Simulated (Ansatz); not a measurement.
C2H7BOS: several calculations on one system

### Relaxation

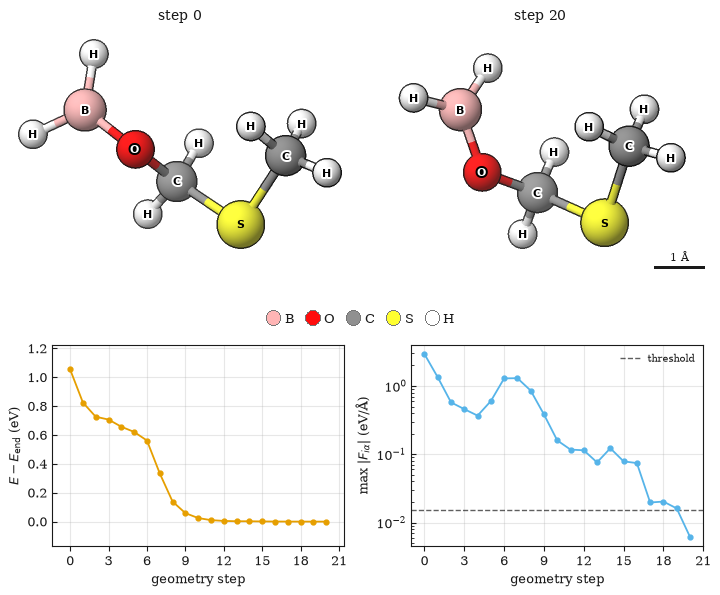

First and last geometry of a relaxation of C₂H₇BOS, with the history of the run. A ball-and-stick model, seen at a tilt.

The run prepares an end point of a later path (torsion) calculation, from a guessed geometry.

These are results of RKS BHLYP/6-31G* in Ansatz 0.2.0, not measurements. Set-up: no spin polarisation; force threshold 0.015 eV/Å; at most 40 steps.

> Did the run converge, and what did it change?

It converged. The largest move after the best rigid fit is that of an H atom, 1.45 Å. By element the largest moves are H 1.45 Å, O 0.72 Å, C 0.39 Å, B 0.36 Å, S 0.19 Å. Among the contacts that change: B–O 1.442 → 1.338 Å, C–S 1.762 → 1.808 Å, C–H 1.131 → 1.085 Å, C–O 1.438 → 1.406 Å. Bond angles that change, for instance: B–O–C 110.6° → 122.6°, H–B–H 115.8° → 122.6°, S–C–H 112.3° → 105.9°. Groups turn about B–O by about 90°, C–O by about 65°. After 20 geometry steps the energy has fallen by 1.055 eV. The largest force component goes from 2.9 to 0.0062 eV/Å.

```
step  E − E(0), eV  largest force component, eV/Å
   0        0.0000                         2.9282
   1       -0.2297                         1.3407
   2       -0.3282                         0.5755
   3       -0.3478                         0.4581
   4       -0.3975                         0.3681
   5       -0.4336                         0.6019
   6       -0.4930                         1.2925
   7       -0.7208                         1.3025
   8       -0.9160                         0.8563
   9       -0.9961                         0.3830
  10       -1.0303                         0.1596
  11       -1.0448                         0.1171
  12       -1.0501                         0.1143
  13       -1.0525                         0.0760
  14       -1.0526                         0.1224
  15       -1.0538                         0.0787
  16       -1.0543                         0.0742
  17       -1.0547                         0.0197
  18       -1.0549                         0.0203
  19       -1.0550                         0.0161
  20       -1.0550                         0.0062
```

### Relaxation

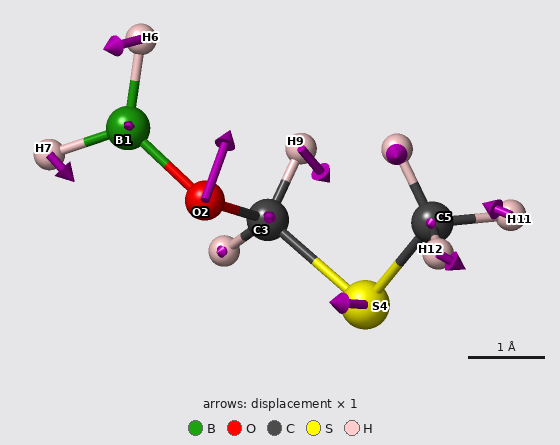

This is a relaxation of C2H7BOS. The starting structure is drawn; purple arrows show the displacements, at their true length. The two geometries are superimposed by the best rigid fit.

A ball-and-stick model, seen from a free direction.

The run prepares an end point of a later path (torsion) calculation, from a guessed geometry.

Computed with RKS BHLYP/6-31G* (Ansatz 0.2.0).

Input
```yaml
crystal:
  periodic: [false, false, false]
  atoms:
    - { symbol: B, position_ang: [0.1879, 1.5176, 1.679] }
    - { symbol: O, position_ang: [0.0442, 0.191, 1.1329] }
    - { symbol: C, position_ang: [-0.915, 0.1864, 0.0618] }
    - { symbol: S, position_ang: [-0.9246, -1.4927, -0.6062] }
    - { symbol: C, position_ang: [0.6733, -1.5161, -1.3493] }
    - { symbol: H, position_ang: [0.9364, 2.332, 1.2272] }
    - { symbol: H, position_ang: [-0.5389, 1.903, 2.5568] }
    - { symbol: H, position_ang: [-1.8615, 0.4761, 0.4319] }
    - { symbol: H, position_ang: [-0.5796, 0.8949, -0.7041] }
    - { symbol: H, position_ang: [1.15958, -0.56023, -1.1938] }
    - { symbol: H, position_ang: [0.52051, -1.665, -2.45949] }
    - { symbol: H, position_ang: [1.27251, -2.35268, -0.96153] }
basis:
  gaussian: { orbitals: "6-31G*" }
hamiltonian:
  xc: { name: BHLYP }
relax:
  f_tol: 0.015
  max_steps: 40
```

Launched with:
```bash
ansatz run input.yaml --threads 2 --pin off --max-ram 3072MiB --backend cpu --events-out ev --progress --plain --runs-dir out
```

> Which element moves most?

Oxygen: up to 1.16 Å, against 0.75 Å for hydrogen.

> What happened in the run?

Over 20 accepted moves (25 points after the start) the energy falls by 26.8 kcal/mol. Largest force component: 2.9 eV/Å at the start, 0.0084 eV/Å at the end. The line search rejected the trial steps at points 12, 18, 19, 22, 23 of the run. The forces were under the threshold at step 20, but the run went on from there. The atom that moves furthest after the best rigid fit is O2 (1.16 Å). By element the largest moves are O 1.16 Å, H 0.75 Å, S 0.66 Å, C 0.17 Å, B 0.12 Å. Among the contacts that change: B1–O2 1.442 → 1.340 Å, S4–C5 1.762 → 1.811 Å, C5–H11 1.131 → 1.086 Å, O2–C3 1.438 → 1.406 Å. Bond angles that change, for instance: B1–O2–C3 110.6° → 122.4°, H6–B1–H7 115.8° → 122.7°, O2–C3–S4 106.4° → 112.8°. Groups turn about B1–O2 by about 95°, O2–C3 by about 80°, S4–C5 by about 55°.

### Path

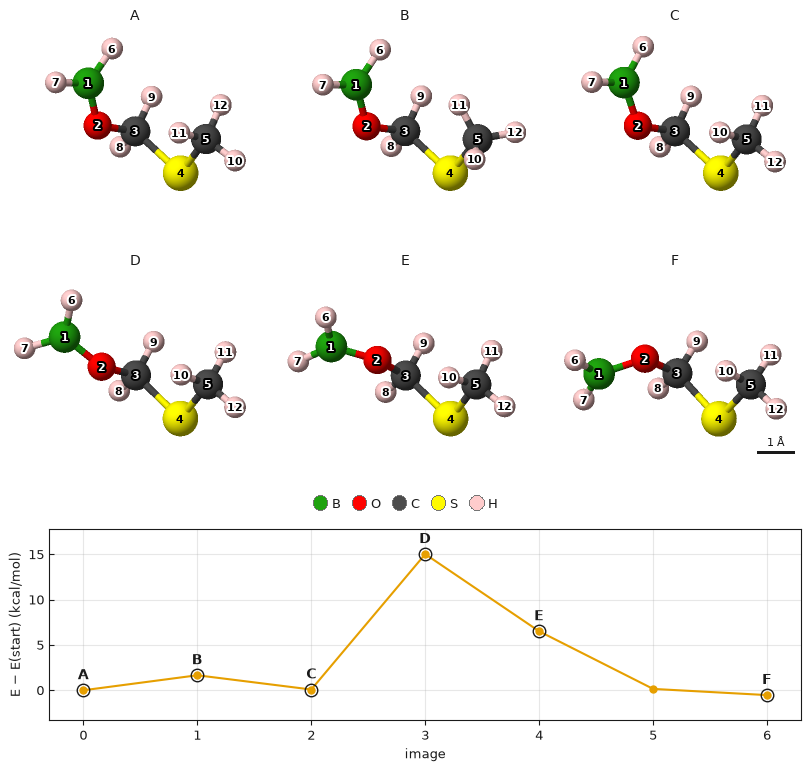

A search for the minimum-energy path of C2H7BOS by the nudged elastic band. Images are numbered from 0 (start) to 6 (end). Frames A to F are images 0, 1, 2, 3, 4, 6. A ball-and-stick model, seen from a free direction.

All numbers below come from Ansatz 0.2.0, RKS BHLYP/6-31G*.

Input file:
```yaml
crystal:
  periodic: [false, false, false]
  atoms:
    - { symbol: B, position_ang: [0.323189, 1.265104, 1.476975] }
    - { symbol: O, position_ang: [-0.669219, 0.407401, 1.211075] }
    - { symbol: C, position_ang: [-1.235057, 0.276597, -0.069623] }
    - { symbol: S, position_ang: [-0.988638, -1.362168, -0.774394] }
    - { symbol: C, position_ang: [0.801236, -1.323265, -1.029722] }
    - { symbol: H, position_ang: [0.763899, 1.962932, 0.61379] }
    - { symbol: H, position_ang: [0.73126, 1.290112, 2.591346] }
    - { symbol: H, position_ang: [-2.308421, 0.40373, 0.017646] }
    - { symbol: H, position_ang: [-0.834344, 1.036547, -0.735304] }
    - { symbol: H, position_ang: [1.078204, -2.269208, -1.481927] }
    - { symbol: H, position_ang: [1.327098, -1.22446, -0.086164] }
    - { symbol: H, position_ang: [1.087793, -0.518622, -1.699698] }
basis:
  gaussian: { orbitals: "6-31G*" }
hamiltonian:
  xc: { name: BHLYP }
neb:
  order_check: false
  images: 5
  f_tol: 0.05
  max_iterations: 60
  initial_path: idpp
  final_atoms:
    - { symbol: B, position_ang: [0.25638176, 1.52227505, 1.69041626] }
    - { symbol: O, position_ang: [0.18526563, 1.03778728, 0.44292558] }
    - { symbol: C, position_ang: [-0.92621765, 0.31209318, -0.02017881] }
    - { symbol: S, position_ang: [-0.62481116, -1.46430447, -0.07669546] }
    - { symbol: C, position_ang: [0.68530791, -1.50063501, -1.32587305] }
    - { symbol: H, position_ang: [1.25114623, 2.09664771, 1.98992819] }
    - { symbol: H, position_ang: [-0.65962227, 1.38508364, 2.44237069] }
    - { symbol: H, position_ang: [-1.78588789, 0.45757986, 0.62732056] }
    - { symbol: H, position_ang: [-1.15737506, 0.67707008, -1.01501442] }
    - { symbol: H, position_ang: [1.52370317, -0.88946039, -1.01312387] }
    - { symbol: H, position_ang: [0.31782699, -1.15902185, -2.28848498] }
    - { symbol: H, position_ang: [1.01128232, -2.53041507, -1.41959069] }
```

Launched with:
```bash
ansatz run input.yaml --threads 2 --pin off --max-ram 3072MiB --backend cpu --events-out ev --progress --plain --runs-dir out
```

Read off the barrier and say what moves.

Answer. The path has more than one stage, and so few images may leave a stage unresolved. No bond forms or breaks between the ends. Among the angles between lasting bonds that change up to the highest image: B1–O2–C3 122.6° → 140.2°, S4–C5–H12 111.4° → 107.2°. Forward barrier 15.0 kcal/mol, backward barrier 15.6 kcal/mol, with image 3 at the top; the reaction energy is −0.5 kcal/mol. The profile has 2 maxima (images 1, 3) with a dip at image 2 (+0.1 kcal/mol), so the process runs in steps. The band converged in 22 iterations. The largest component of the band force went from 1.4 to 0.029 eV/Å. The climbing image converged on the top of the path. Its vibrational analysis gives one imaginary mode (460i cm⁻¹), as a transition state must have.

The run took 4.4 min on 2 threads of Arm Neoverse V1, with other jobs on the host, peak memory 0.2 GiB.
